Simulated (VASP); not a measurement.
# A VASP study of TaN (r2SCAN): structure first, properties next

What structure does TaN take at this level, and what are its properties? The steps: full relaxation (r2SCAN), second relaxation, single point with fields (r2SCAN), band structure (r2SCAN), density of states (r2SCAN) and field gradients at the nuclei (r2SCAN). The start is a computed cell from the Materials Project.

Main program and level: VASP 6.6.1; r2SCAN; plane waves and PAW (Ta_pv, N).

## (1) The structure

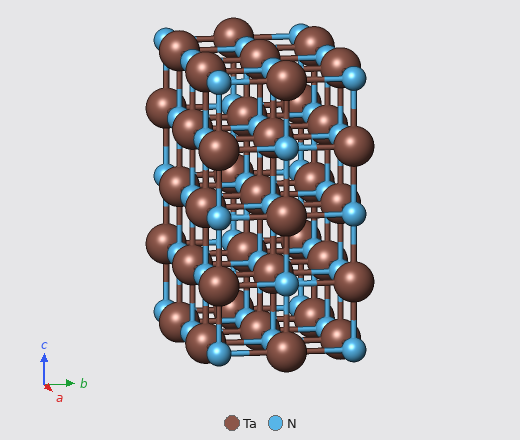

The starting structure, seen slightly off an axis (tantalum brown, nitrogen blue). 2×1×2 cells are drawn. This picture shows the conventional cell, with its axes. Some periodic images of atoms are drawn too.

## (2) Full relaxation (r2SCAN)

Properties are meant for the cell that this level of theory prefers, so cell and atoms are relaxed first (ISIF = 3) until forces and stress are small; EDIFFG sets the threshold. r2SCAN adds the kinetic-energy density, costs more than a GGA and is run with LASPH.

INCAR reads:

```
SYSTEM = TaN
PREC = Accurate
ENCUT = 520
EDIFF = 1E-06
NELM = 100
ISMEAR = 0
SIGMA = 0.05
LREAL = .FALSE.
ALGO = Normal
METAGGA = R2SCAN
LASPH = .TRUE.
NBANDS = 14
LORBIT = 11
LWAVE = .FALSE.
LCHARG = .FALSE.
KPAR = 2
IBRION = 2
NSW = 60
ISIF = 3
EDIFFG = -0.01
```

POSCAR reads:

```
TaN
1.0
    0.0000000000      2.2113230000      2.2113230000
    2.2113230000      0.0000000000      2.2113230000
    2.2113230000      2.2113230000      0.0000000000
Ta N
1 1
Direct
    0.5000000000      0.5000000000      0.5000000000
    0.0000000000      0.0000000000      0.0000000000
```

KPOINTS reads:

```
Automatic mesh
0
Gamma
10 10 10
0 0 0
```

Potentials, in the order of the species: Ta_pv and N (PBE family, release 64).

Launch:

```console
$ mpirun -np 2 vasp_std
```

What it wrote:

```text
[banner, memory and clock lines left out]
running    2 mpi-ranks, on    1 nodes
 distrk:  each k-point on    1 cores,    2 groups
 distr:  one band on    1 cores,    1 groups

 POSCAR found type information on POSCAR TaN
 POSCAR found :  2 types and       2 ions
|                                                                             |
|               ----> ADVICE to this user running VASP <----                  |
|                                                                             |
|     You enforced a specific xc type in the INCAR file but a different       |
|     [... a line on the potential file left out ...]
|     I HOPE YOU KNOW WHAT YOU ARE DOING!                                     |
|                                                                             |

 LDA part: xc-table for (None), standard interpolation
 POSCAR, INCAR and KPOINTS ok, starting setup
 FFT: planning ... GRIDC
 FFT: planning ... GRID_SOFT
 FFT: planning ... GRID
 WAVECAR not read
 entering main loop
       N       E                     dE             d eps       ncg     rms          rms(c)
DAV:   1     0.476304703034E+02    0.47630E+02   -0.91296E+03  1324   0.125E+03
DAV:   2    -0.641578899939E+02   -0.11179E+03   -0.10522E+03  1604   0.318E+02
DAV:   3    -0.671858804755E+02   -0.30280E+01   -0.30059E+01  1490   0.487E+01
DAV:   4    -0.672025442011E+02   -0.16664E-01   -0.16656E-01  1626   0.376E+00
DAV:   5    -0.672027058676E+02   -0.16167E-03   -0.16166E-03  1522   0.312E-01    0.241E+01
DAV:   6    -0.595438070776E+02    0.76589E+01   -0.59841E+00  1382   0.289E+01    0.905E+00
DAV:   7    -0.596338216307E+02   -0.90015E-01   -0.41019E-01  1430   0.610E+00    0.593E+00
DAV:   8    -0.596442279171E+02   -0.10406E-01   -0.10183E-01  1706   0.330E+00    0.164E+00
DAV:   9    -0.596342828993E+02    0.99450E-02   -0.27802E-02  1412   0.153E+00    0.353E-01
DAV:  10    -0.596349489996E+02   -0.66610E-03   -0.20450E-03  1502   0.480E-01    0.805E-02
DAV:  11    -0.596349489127E+02    0.86873E-07   -0.69877E-05  1670   0.887E-02    0.256E-02
DAV:  12    -0.596349473685E+02    0.15442E-05   -0.95701E-06  1442   0.304E-02    0.436E-03
DAV:  13    -0.596349468045E+02    0.56399E-06   -0.65566E-07  1036   0.786E-03
   1 F= -.59634947E+02 E0= -.59634354E+02  d E =-.596349E+02
 curvature:   0.00 expect dE= 0.000E+00 dE for cont linesearch  0.000E+00
 trial: gam= 0.00000 g(F)=  0.192E-59 g(S)=  0.256E-01 ort = 0.000E+00 (trialstep = 0.100E+01)
 search vector abs. value=  0.256E-01
 bond charge predicted
       N       E                     dE             d eps       ncg     rms          rms(c)
DAV:   1    -0.597346346869E+02   -0.99687E-01   -0.41833E+00  1316   0.235E+01    0.409E+00
DAV:   2    -0.596402829922E+02    0.94352E-01   -0.13913E-01  1568   0.371E+00    0.168E+00
DAV:   3    -0.596164250123E+02    0.23858E-01   -0.61723E-02  1418   0.277E+00    0.311E-01
DAV:   4    -0.596162913081E+02    0.13370E-03   -0.11997E-03  1598   0.379E-01    0.204E-01
DAV:   5    -0.596164754400E+02   -0.18413E-03   -0.56548E-04  1682   0.202E-01    0.734E-02
DAV:   6    -0.596164702922E+02    0.51478E-05   -0.73793E-05  1732   0.854E-02    0.218E-02
DAV:   7    -0.596164679686E+02    0.23236E-05   -0.58191E-06  1632   0.212E-02    0.958E-03
DAV:   8    -0.596164657039E+02    0.22647E-05   -0.15578E-06  1300   0.116E-02    0.169E-03
DAV:   9    -0.596164654507E+02    0.25314E-06   -0.21922E-07   658   0.523E-03
   2 F= -.59616465E+02 E0= -.59615878E+02  d E =0.184814E-01
 trial-energy change:    0.018481  1 .order    0.019110   -0.025587    0.063807
 step:   0.2950(harm=  0.2862)  dis= 0.00000  next Energy=   -59.638737 (dE=-0.379E-02)
 bond charge predicted
       N       E                     dE             d eps       ncg     rms          rms(c)
DAV:   1    -0.596968119171E+02   -0.80346E-01   -0.21350E+00  1316   0.171E+01    0.286E+00
DAV:   2    -0.596503064319E+02    0.46505E-01   -0.72345E-02  1538   0.257E+00    0.117E+00
DAV:   3    -0.596388320256E+02    0.11474E-01   -0.30472E-02  1382   0.191E+00    0.194E-01
DAV:   4    -0.596387269538E+02    0.10507E-03   -0.63269E-04  1580   0.267E-01    0.128E-01
DAV:   5    -0.596387910540E+02   -0.64100E-04   -0.30965E-04  1682   0.145E-01    0.523E-02
DAV:   6    -0.596387790084E+02    0.12046E-04   -0.38719E-05  1750   0.608E-02    0.116E-02
DAV:   7    -0.596387814652E+02   -0.24567E-05   -0.39783E-06  1540   0.161E-02    0.657E-03
DAV:   8    -0.596387826722E+02   -0.12070E-05   -0.95339E-07   926   0.896E-03    0.123E-03
DAV:   9    -0.596387827753E+02   -0.10316E-06   -0.15285E-07   658   0.468E-03
   3 F= -.59638783E+02 E0= -.59638192E+02  d E =-.383597E-02
 curvature:  -0.14 expect dE=-0.336E-06 dE for cont linesearch -0.336E-06
 trial: gam=-0.00949 g(F)=  0.297E-65 g(S)=  0.235E-05 ort = 0.245E-03 (trialstep = 0.859E+00)
 search vector abs. value=  0.316E-09
 reached required accuracy - stopping structural energy minimisation
```

Elapsed: 58 s, on 2 MPI ranks of Intel Xeon Platinum 8488C (Sapphire Rapids), shared host; peak memory 0.3 GiB.

The logs omit lines about the potential files and the build; timing stands in the text.

From OUTCAR (step 2):

```text
ion  position               nearest neighbor table
   1  0.500  0.500  0.500-   2 2.21   2 2.21   2 2.21   2 2.21   2 2.21   2 2.21
   2  0.000  0.000  0.000-   1 2.21   1 2.21   1 2.21   1 2.21   1 2.21   1 2.21

  LATTYP: Found a face centered cubic cell.
 ALAT       =     4.4226460000

 Subroutine GETGRP returns: Found 48 space group operations
 (whereof 48 operations were pure point group operations)

The static configuration has the point symmetry O_h .

 Found     47 irreducible k-points:

   k-points           NKPTS =     47   k-points in BZ     NKDIM =     47   number of bands    NBANDS=     14

   dimension x,y,z NGX =    24 NGY =   24 NGZ =   24
   dimension x,y,z NGXF=    48 NGYF=   48 NGZF=   48

   ENCUT  =  520.0 eV  38.22 Ry    6.18 a.u.   5.81  5.81  5.81*2*pi/ulx,y,z

   NELECT =      16.0000    total number of electrons

 k-points in reciprocal lattice and weights: Automatic mesh
   0.00000000  0.00000000  0.00000000       0.001
   0.10000000  0.00000000  0.00000000       0.008
   0.20000000  0.00000000  0.00000000       0.008
   0.30000000  0.00000000  0.00000000       0.008
   0.40000000  0.00000000  0.00000000       0.008
   0.50000000  0.00000000  0.00000000       0.004
   0.10000000  0.10000000  0.00000000       0.006
   0.20000000  0.10000000  0.00000000       0.024
   0.30000000  0.10000000  0.00000000       0.024
[...]
-0.30000000  0.40000000  0.20000000       0.024
  -0.30000000  0.50000000  0.20000000       0.012

 average (electrostatic) potential at core
       1 -40.5780       2 -64.1499

 E-fermi :   9.6066

 k-point     1 :       0.0000    0.0000    0.0000
  band No.  band energies     occupation
    ...
      6       5.4450      2.00000
      7       5.4450      2.00000
      8       7.4053      2.00000
      9       7.4053      2.00000
     10       7.4053      2.00000
     11       9.6868      0.02322
     12       9.6868      0.02322
     13      11.3079      0.00000
     14      19.0785      0.00000

 k-point     2 :       0.1000    0.0000    0.0000
  band No.  band energies     occupation
    ...
      6       4.7003      2.00000
      7       4.7003      2.00000
      8       7.7691      2.00000
      9       7.7691      2.00000
     10       7.8367      2.00000
     11      10.6141      0.00000
     12      10.6141      0.00000
     13      12.0300      0.00000
     14      19.0782      0.00000

 k-point     3 :       0.2000    0.0000    0.0000
  band No.  band energies     occupation
    ...
      6       3.4828      2.00000
      7       3.4828      2.00000
      8       8.4146      2.00000
      9       8.6022      2.00000
     10       8.6022      2.00000
     11      12.5535      0.00000
     12      12.5535      0.00000
     13      13.5465      0.00000
     14      19.0779      0.00000

  Total       -0.0056965     -0.0056965     -0.0056965      0.0000000      0.0000000      0.0000000
  in kB       -0.4274249     -0.4274249     -0.4274249      0.0000000      0.0000000      0.0000000
  external PRESSURE =      -0.4274249 kB  Pullay stress =       0.0000000 kB

  energy-cutoff  :      520.00
  volume of cell :       21.35
      direct lattice vectors                 reciprocal lattice vectors
    -0.000000000  2.201966158  2.201966158    -0.227069793  0.227069793  0.227069793
     2.201966158 -0.000000000  2.201966158     0.227069793 -0.227069793  0.227069793
     2.201966158  2.201966158  0.000000000     0.227069793  0.227069793 -0.227069793

 POSITION                                       TOTAL-FORCE (eV/Angst)
 -----------------------------------------------------------------------------------
      2.20197      2.20197      2.20197         0.000000      0.000000     -0.000000
      0.00000      0.00000      0.00000         0.000000      0.000000      0.000000
 -----------------------------------------------------------------------------------
    total drift:                                0.000000     -0.000000     -0.000000

  FREE ENERGIE OF THE ION-ELECTRON SYSTEM (eV)
  ---------------------------------------------------
  free  energy   TOTEN  =       -59.6387827753 eV

  energy  without entropy=      -59.6376016843  energy(sigma->0) =      -59.63819223

 reached required accuracy - stopping structural energy minimisation

 total charge
# of ion       s       p       d       tot
------------------------------------------
    1        0.276   6.218   2.445   8.939
    2        1.240   2.564   0.000   3.804
--------------------------------------------------
tot          1.516   8.782   2.445  12.743

[... 3 further parts left out ...]
```

CONTCAR:

```
TaN
   1.00000000000000
    -0.0000000000000000    2.2019661584365902    2.2019661584365902
     2.2019661584365902   -0.0000000000000000    2.2019661584365902
     2.2019661584365902    2.2019661584365902    0.0000000000000000
  Ta              N
     1     1
Direct
     0.5000000000000000    0.5000000000000000    0.5000000000000000
     0.0000000000000000    0.0000000000000000    0.0000000000000000
```

The PAW data sets were made with PBE, which is usual practice but a small mismatch for other functionals. The run keeps the 48 symmetry operations of its start, so it cannot find a distortion of lower symmetry.

Relaxation path:

| step | energy less that of the first step (eV) | largest force (eV/Å) | pressure (GPa) | volume (Å³) |
| --- | --- | --- | --- | --- |
| 1 | 0.0000 | 0.0000 | -4.41 | 21.63 |
| 2 | 0.0185 | 0.0000 | 11.47 | 20.71 |
| 3 | -0.0038 | 0.0000 | -0.04 | 21.35 |

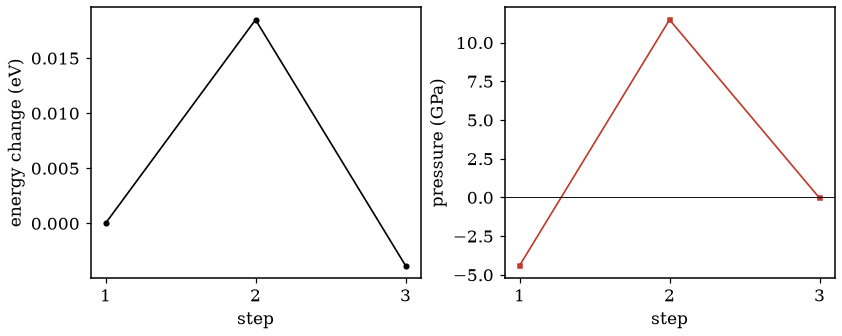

Energy and pressure along the relaxation.

| conventional cell, symmetrised | before | after | change |
| --- | --- | --- | --- |
| a (Å) | 4.423 | 4.404 | -0.4 % |
| b (Å) | 4.423 | 4.404 | -0.4 % |
| c (Å) | 4.423 | 4.404 | -0.4 % |
| volume (Å³/atom) | 10.81 | 10.68 | -1.3 % |

The relaxed structure:

```xyz
2
Lattice="0.0000 2.2020 2.2020 2.2020 0.0000 2.2020 2.2020 2.2020 0.0000" Properties=species:S:1:pos:R:3 pbc="T T T"
Ta    2.2020    2.2020    2.2020
N     0.0000    0.0000    0.0000
```

This step gave:

| Quantity | Value |
| --- | --- |
| electrons | 16 |
| bands | 14 |
| irreducible k-points | 47 |
| symmetry operations | 48 |
| free energy (TOTEN) | -59.6388 eV |
| energy at zero smearing | -59.6382 eV |
| Fermi energy | 9.607 eV |
| pressure | -0.04274 GPa |
| metallic | yes |
| SCF cycles over all ionic steps | 31 |

It ends with forces that vanish by symmetry and a pressure of -0.04 GPa.

## (3) Second relaxation

A relaxation keeps the plane waves of the cell it began with, so it is repeated from the new cell, on a basis made for it.

INCAR is that of step 2.

POSCAR reads:

```
TaN
1.0
    0.0000000000      2.2019661584      2.2019661584
    2.2019661584      0.0000000000      2.2019661584
    2.2019661584      2.2019661584      0.0000000000
Ta N
1 1
Direct
    0.5000000000      0.5000000000      0.5000000000
    0.0000000000      0.0000000000      0.0000000000
```

KPOINTS is that of step 2.

Launch:

```console
$ mpirun -np 2 vasp_std
```

What it wrote:

```text
[banner, memory and clock lines left out]
running    2 mpi-ranks, on    1 nodes
 distrk:  each k-point on    1 cores,    2 groups
 distr:  one band on    1 cores,    1 groups

 POSCAR found type information on POSCAR TaN
 POSCAR found :  2 types and       2 ions
 [... a notice as in an earlier step ...]

 LDA part: xc-table for (None), standard interpolation
 POSCAR, INCAR and KPOINTS ok, starting setup
 FFT: planning ... GRIDC
 FFT: planning ... GRID_SOFT
 FFT: planning ... GRID
 WAVECAR not read
 entering main loop
       N       E                     dE             d eps       ncg     rms          rms(c)
DAV:   1     0.482272424575E+02    0.48227E+02   -0.91244E+03  1322   0.125E+03
DAV:   2    -0.640856410649E+02   -0.11231E+03   -0.10584E+03  1598   0.319E+02
DAV:   3    -0.671751884695E+02   -0.30895E+01   -0.30563E+01  1508   0.500E+01
DAV:   4    -0.671938953773E+02   -0.18707E-01   -0.18692E-01  1614   0.391E+00
DAV:   5    -0.671941021763E+02   -0.20680E-03   -0.20679E-03  1560   0.323E-01    0.247E+01
DAV:   6    -0.595471171358E+02    0.76470E+01   -0.59304E+00  1382   0.290E+01    0.936E+00
DAV:   7    -0.596379819238E+02   -0.90865E-01   -0.43227E-01  1466   0.614E+00    0.609E+00
DAV:   8    -0.596483169528E+02   -0.10335E-01   -0.99401E-02  1682   0.328E+00    0.171E+00
DAV:   9    -0.596378286673E+02    0.10488E-01   -0.27994E-02  1454   0.154E+00    0.324E-01
DAV:  10    -0.596385002152E+02   -0.67155E-03   -0.20466E-03  1496   0.470E-01    0.766E-02
DAV:  11    -0.596385050521E+02   -0.48369E-05   -0.64931E-05  1658   0.841E-02    0.263E-02
DAV:  12    -0.596385029456E+02    0.21065E-05   -0.97984E-06  1448   0.308E-02    0.346E-03
DAV:  13    -0.596385025762E+02    0.36939E-06   -0.51480E-07   898   0.708E-03
   1 F= -.59638503E+02 E0= -.59637912E+02  d E =-.596385E+02
 curvature:   0.00 expect dE= 0.000E+00 dE for cont linesearch  0.000E+00
 trial: gam= 0.00000 g(F)=  0.180E-60 g(S)=  0.673E-05 ort = 0.000E+00 (trialstep = 0.100E+01)
 search vector abs. value=  0.673E-05
 reached required accuracy - stopping structural energy minimisation
```

The job ended after 25 s (2 MPI ranks; peak memory 0.28 GiB).

From OUTCAR (step 3):

```text
  LATTYP: Found a face centered cubic cell.
 ALAT       =     4.4039323168

The static configuration has the point symmetry O_h .

 Found     47 irreducible k-points:

   ENCUT  =  520.0 eV  38.22 Ry    6.18 a.u.   5.79  5.79  5.79*2*pi/ulx,y,z

   NELECT =      16.0000    total number of electrons

 E-fermi :   9.6066

 k-point     1 :       0.0000    0.0000    0.0000
  band No.  band energies     occupation
    ...
      6       5.4454      2.00000
      7       5.4454      2.00000
      8       7.4053      2.00000
      9       7.4053      2.00000
     10       7.4053      2.00000
     11       9.6867      0.02342
     12       9.6867      0.02341
     13      11.3076      0.00000
     14      19.0784      0.00000

 k-point     2 :       0.1000    0.0000    0.0000
  band No.  band energies     occupation
    ...
      6       4.7007      2.00000
      7       4.7007      2.00000
      8       7.7691      2.00000
      9       7.7691      2.00000
     10       7.8367      2.00000
     11      10.6140      0.00000
     12      10.6140      0.00000
     13      12.0299      0.00000
     14      19.0782      0.00000

  Total       -0.0096405     -0.0096405     -0.0096405      0.0000000      0.0000000      0.0000000
  in kB       -0.7233528     -0.7233528     -0.7233528      0.0000000      0.0000000      0.0000000
  external PRESSURE =      -0.7233528 kB  Pullay stress =       0.0000000 kB

  energy-cutoff  :      520.00
  volume of cell :       21.35
      direct lattice vectors                 reciprocal lattice vectors
     0.000000000  2.201966158  2.201966158    -0.227069793  0.227069793  0.227069793
     2.201966158  0.000000000  2.201966158     0.227069793 -0.227069793  0.227069793
     2.201966158  2.201966158  0.000000000     0.227069793  0.227069793 -0.227069793

 POSITION                                       TOTAL-FORCE (eV/Angst)
 -----------------------------------------------------------------------------------
      2.20197      2.20197      2.20197         0.000000     -0.000000      0.000000
      0.00000      0.00000      0.00000        -0.000000      0.000000     -0.000000
 -----------------------------------------------------------------------------------
    total drift:                                0.000000     -0.000000     -0.000000

  FREE ENERGIE OF THE ION-ELECTRON SYSTEM (eV)
  ---------------------------------------------------
  free  energy   TOTEN  =       -59.6385025762 eV

  energy  without entropy=      -59.6373214088  energy(sigma->0) =      -59.63791199

 total charge
# of ion       s       p       d       tot
------------------------------------------
    1        0.276   6.218   2.445   8.939
    2        1.240   2.564   0.000   3.803
--------------------------------------------------
tot          1.516   8.781   2.445  12.743

[... 5 parts as in an earlier step ...]

[... 6 further parts left out ...]
```

Little changed from the start: no atom moved by 0.005 Å and no cell edge by 0.1 %.

This step gave:

* free energy (TOTEN): -59.6385 eV
* energy at zero smearing: -59.6379 eV
* pressure: -0.07234 GPa
* SCF cycles over all ionic steps: 13

It ends with forces that vanish by symmetry and a pressure of -0.07 GPa. The volume moved by under 0.01 %: the run met its threshold at the first step.

(Part 1 of 3 ends here.)

[Lines on the potential files, build, host, timing and source positions are cut from VASP's logs without a mark.]

[Logs are printed without paths, hosts, clocks, repeated set-up lines and the standing remarks that a program may print on its own settings, such as how far it seeks lower states.]

[Hosts, paths, dates, database ids (printed as entryN), source tags and the programs' standing remarks are cut or masked in the printed files.]

[A measured line is paired with the nearest computed mode of its activity, which favours agreement.]
